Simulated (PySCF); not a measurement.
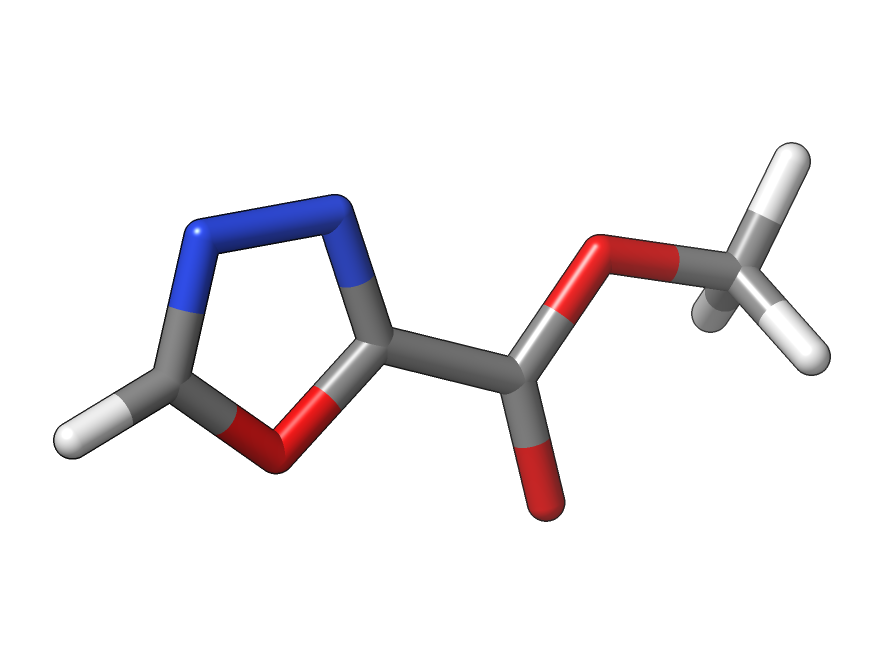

Stick drawing of a structure. Colours: carbon grey, oxygen red, nitrogen blue, hydrogen white.

The computed structure is the end point of a GFN2-xTB optimisation. No frequency run is at hand to confirm it as a minimum.

Give the formula.

C₄H₄N₂O₃, 13 atoms: 4 carbon, 4 hydrogen, 2 nitrogen and 3 oxygen.

Count the bonded pairs by element.

5 C–O, 4 C–H, 2 C–N, 1 C–C, 1 N–N.

Give a SMILES string for it.

COC(=O)c1nnco1

Which point group does it belong to?

Cs.

Name some functional groups or characteristic bonds that it holds.

Among them: ester.

More results for the same structure follow; atom numbers are the same in all pictures, views and colours differ.

**Dipole moment**

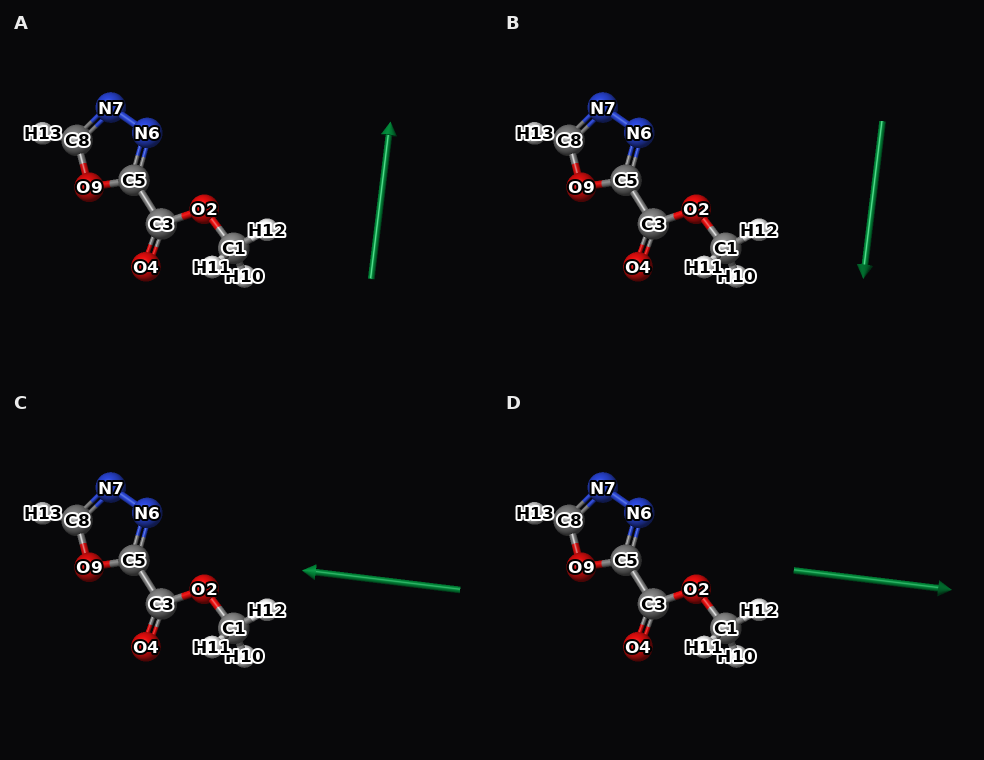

The same molecule four times, each with an arrow. No frequency run is at hand to confirm it as a minimum. Level of theory: CAM-B3LYP/def2-SVPD, gas phase (PySCF 2.14.0).

Which arrow points along the dipole moment, from the negative to the positive end?

B. The dipole moment is 1.25 D; it points from the side of N7 to the side of O4, H10, H11 (the outermost atoms at the two ends).

**Excitation**

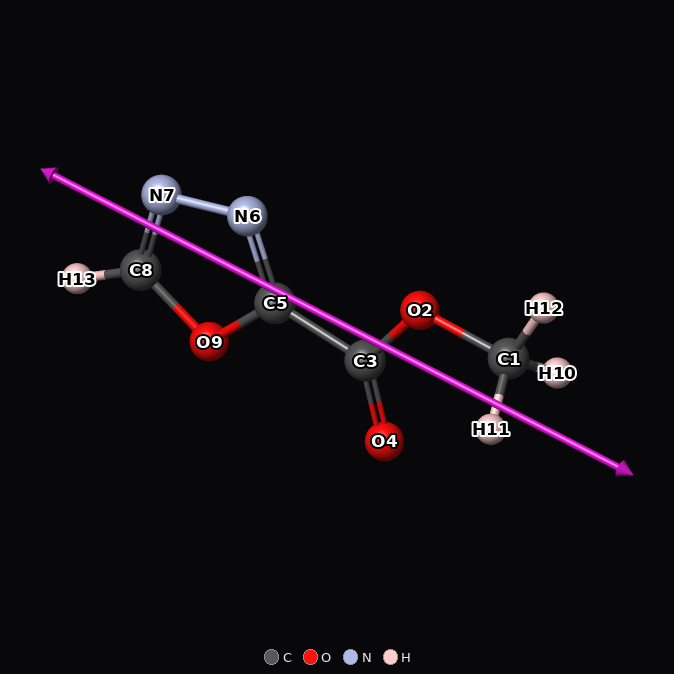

The double arrow shows the direction of the transition dipole to excited singlet state 3 (its length means nothing). No frequency run is at hand to confirm it as a minimum. Method: TDDFT CAM-B3LYP/def2-SVPD, vertical, gas phase, core orbitals frozen in the response (PySCF 2.14.0).

How is the transition polarised?

Nearly parallel to the C1–O2 bond.

Where does the transition lie, and how strong is it?

6.07 eV (204 nm), oscillator strength 0.37, mainly HOMO−1 → LUMO (weight 0.97); transition dipole 3.99 D.

**Polarisability**

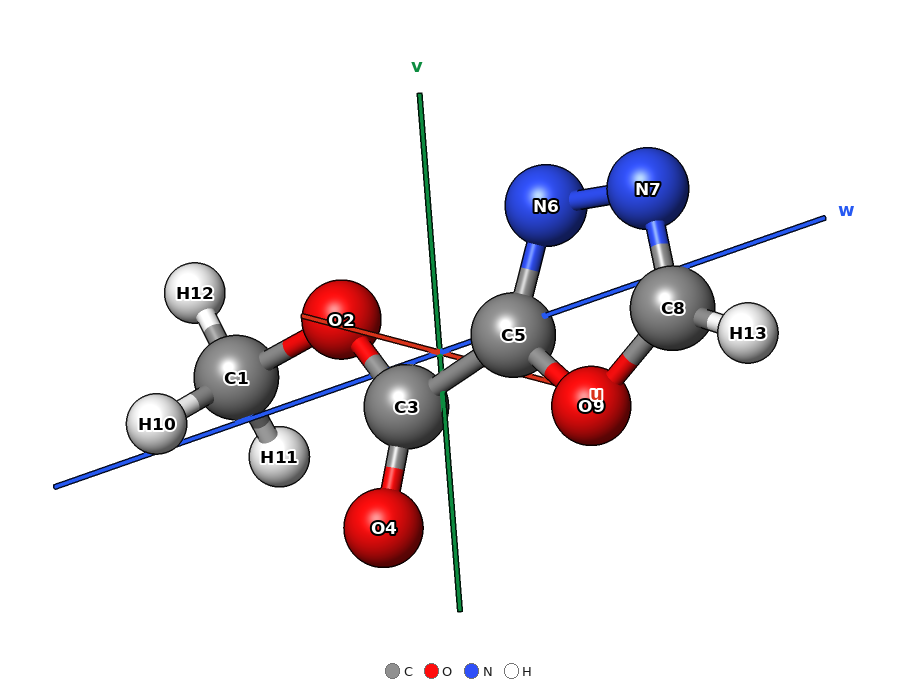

The lines u, v and w are the principal axes of the static dipole polarisability. No frequency run is at hand to confirm it as a minimum. Method: CAM-B3LYP/def2-SVPD (PySCF 2.14.0).

Along which axis is the molecule most polarisable, and along which least?

Most along w (nearly parallel to the N6–N7 bond), least along u.

Give the three principal values.

u 44.7, v 67.4, w 95.3 bohr³; mean 69.2, anisotropy 43.9 bohr³.
